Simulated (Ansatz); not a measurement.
## Electronic structure of C3H12OSi2 in real space

The calculation's input:

```
crystal:
  periodic: [false, false, false]
  atoms:
    - { symbol: C, position_ang: [-1.8251, -1.9222, 1.0808] }
    - { symbol: Si, position_ang: [-0.6412, -0.4982, 1.1075] }
    - { symbol: C, position_ang: [0.2163, -0.3498, -0.6134] }
    - { symbol: O, position_ang: [0.8549, -1.5887, -1.0972] }
    - { symbol: C, position_ang: [1.4242, 0.6421, -0.66] }
    - { symbol: Si, position_ang: [1.0038, 2.4858, -0.676] }
    - { symbol: H, position_ang: [-2.375, -1.9548, 2.0278] }
    - { symbol: H, position_ang: [-1.3469, -2.82, 0.8683] }
    - { symbol: H, position_ang: [-2.6155, -1.6978, 0.3273] }
    - { symbol: H, position_ang: [-1.3324, 0.7843, 1.4232] }
    - { symbol: H, position_ang: [0.356, -0.7394, 2.1974] }
    - { symbol: H, position_ang: [1.78518, -1.3674, -1.35353] }
    - { symbol: H, position_ang: [-0.0144, -2.176, -1.2728] }
    - { symbol: H, position_ang: [1.9841, 0.4637, -1.5317] }
    - { symbol: H, position_ang: [2.11, 0.4362, 0.1929] }
    - { symbol: H, position_ang: [2.2395, 3.3137, -0.8519] }
    - { symbol: H, position_ang: [0.3791, 2.9045, 0.6021] }
    - { symbol: H, position_ang: [0.0447, 2.7675, -1.7674] }
basis:
  gaussian: { orbitals: "6-31G*" }
hamiltonian:
  xc: pbe
  dispersion: d4
relax:
  f_tol: 0.02
  max_steps: 50
output:
  orbitals: {}
```

Launched as:

```sh
ansatz run input.yaml --threads 2 --pin off --max-ram 3072MiB --backend cpu --events-out ev --progress --plain --runs-dir out
```

The fields are those of the relaxed geometry.

These are results of Ansatz 0.2.0, RKS PBE-D4/6-31G*, not measurements.

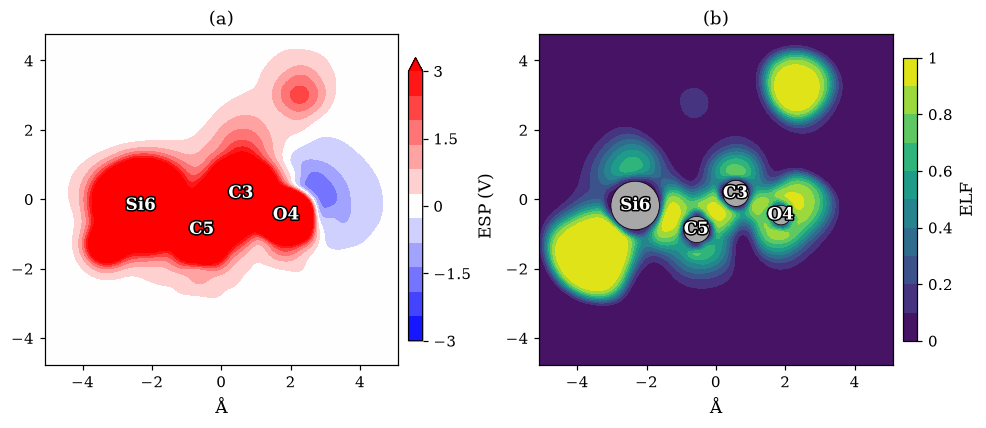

Figure 1. (a) molecular electrostatic potential; (b) electron localisation function on the plane of atoms C3, C5 and Si6. Grey discs cover the atomic cores in the ELF map.

Q: Read the bonding off the picture.

A: Atoms in the plane: C, O and Si.
C–O (1.44 Å): the ELF peaks at about 0.85 between the atoms: a polar covalent bond.
C–C (1.54 Å): the ELF peaks at about 0.95 between the atoms; a shared electron pair.
C–Si (1.91 Å): the ELF peaks at about 0.95 between the atoms, as expected for a shared electron pair.
The ELF also peaks beside O4, away from the bonds: lone-pair regions.
Outside the dense part of the molecule the potential is most negative (−1.8 V) near O4.

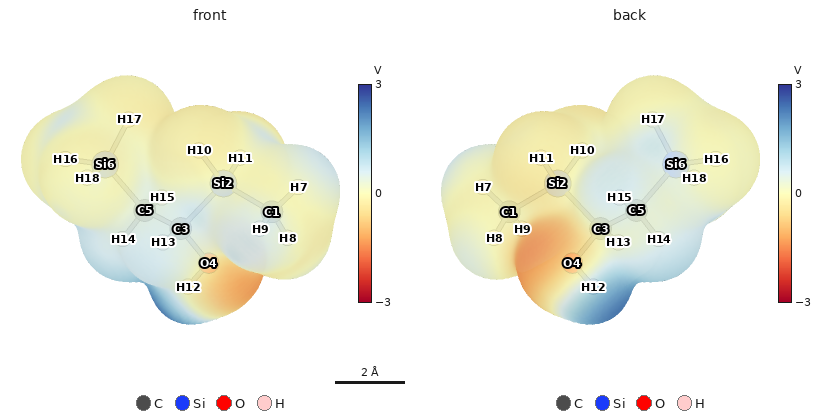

Figure 2. The electrostatic potential painted on the density surface at 0.002 e/bohr³, seen from the front and from behind; red is negative and blue positive.

Q: Where is the surface potential most negative and most positive?

A: The most negative region (about −1.4 V, or −32 kcal/mol for a unit charge) lies over O4, the most positive (about +2.2 V, or +51 kcal/mol for a unit charge) over H12. O4 is the likeliest acceptor of a hydrogen bond.

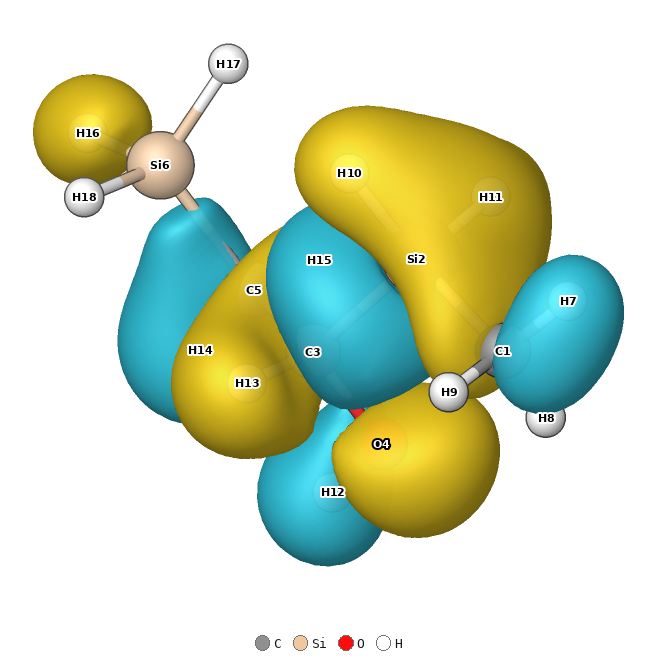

Figure 3. The HOMO−1 at ±0.06 Å⁻³ᐟ² (yellow and cyan are the two phases), seen at an oblique angle.

Q: What is the character of this orbital?

A: It lies mainly on C3 (about 30 %), Si2 (about 20 %), O4 (about 20 %) and C5 (about 10 %). Its energy is −6.66 eV.
